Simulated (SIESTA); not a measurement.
# Convergence study of the cutoff of the real-space grid for NiO (R3m, 4 atoms in the cell)

```xyz
4
Lattice="4.1591 2.0795 2.0795 2.0795 4.1591 2.0795 2.0795 2.0795 4.1591" Properties=species:S:1:pos:R:3 pbc="T T T"
Ni     0.0289     0.0289     0.0289
Ni     4.1591     4.1591     4.1591
O      2.0795     2.0795     2.0795
O      6.2386     6.2386     6.2386
```
Moments meant for the start (each program seeds them in its own way; μB, in the order of the atoms Ni Ni O O): 2.0 -2.0 0.0 0.0.

Method of the run: GGA PBEsol, numerical atomic orbitals TZP, PseudoDojo PBEsol standard norm-conserving potentials (rewritten from UPF to PSML) (SIESTA 5.4.2).

Base settings: XC.functional = GGA; XC.authors = PBEsol; potentials = PseudoDojo PBEsol standard; PAO.BasisSize = TZP; PAO.EnergyShift = 0.01 Ry; MeshCutoff = 300 Ry; kgrid.MonkhorstPack = 4 4 4; OccupationFunction = FD; ElectronicTemperature = 0.01 eV; Spin = polarized.

The second cell is the first with its lattice scaled by 0.98.

The mesh stays at the base's, so the ladder's end is converged at best in this setting alone.

Only quantities that move along the ladder and can be compared are tabulated; the gap is left out on so coarse a mesh.

Core times come from one kind of shared machine, to one figure; runs under 30 s give none.

The starting cell has typed, rounded lattice constants, without a prior relaxation at this level. Its lattice was rescaled by up to half a per cent. One atom was moved a little off its site on purpose. The magnetic order is the one reached from the typed start; others were not searched systematically. Values carry the incompleteness of an atom-centred basis. In the base run, with a pressure of about -12 GPa the cell is away from its equilibrium volume at this level.

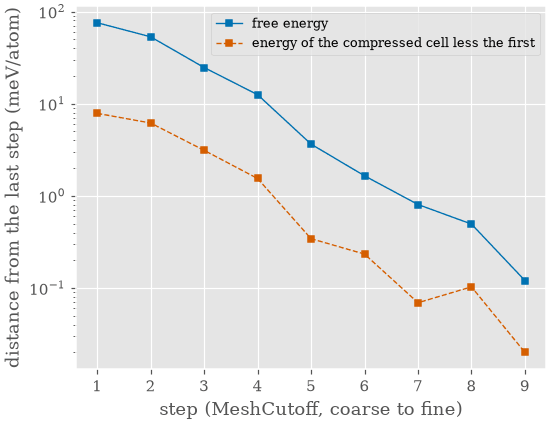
Figure: Distance from the last step along the ladder; very small values are drawn at a floor.

```tsv
MeshCutoff	free energy less the last step's (meV/atom)	energy of the compressed cell less the first (meV/atom)	pressure (GPa)	largest difference of a force vector from the last step's (eV/Å)	core time / last (rough)
105 Ry (108 Ry used)	-75.61	-9.69	-9.78	0.010	–
120 Ry (123 Ry used)	-53.18	-11.37	-9.57	0.063	–
150 Ry (155 Ry used)	-24.68	-14.42	-11.47	0.007	–
180 Ry (192 Ry used)	-12.52	-16.00	-11.81	0.002	0.3
270 Ry (276 Ry used)	-3.64	-17.20	-11.92	0.004	0.3
330 Ry (349 Ry used)	-1.65	-17.31	-11.82	0.001	0.3
405 Ry (431 Ry used)	-0.81	-17.47	-12.05	0.002	0.4
450 Ry (491 Ry used)	-0.49	-17.44	-11.98	0.006	0.4
600 Ry (621 Ry used)	-0.12	-17.52	-11.99	0.005	0.7
720 Ry (767 Ry used)	0.00	-17.54	-11.94	0.000	1
```

Coarsest MeshCutoff that holds the forces within 0.02 eV/Å of the last step, with all finer ones: 150 Ry (155 Ry used); the step before is off by 0.063 eV/Å.

Coarsest MeshCutoff that holds the pressure within 0.2 GPa of the last step, with all finer ones: 180 Ry (192 Ry used), at about 0.3 of the last step's time; the step before is off by 0.48 GPa.

Coarsest MeshCutoff that holds the free energy within 2 meV/atom of the last step, with all finer ones: 330 Ry (349 Ry used), at about 0.3 of the last step's time; the step before is off by 3.6 meV/atom.

The energy difference between the two cells stays within 1 meV/atom of the last step's from 270 Ry on, the total only from 405 Ry on: much of the error is common to both cells and cancels.

Left out of this page: 6 runs of the series outside the window shown, repeating another row's setting, or not comparable.
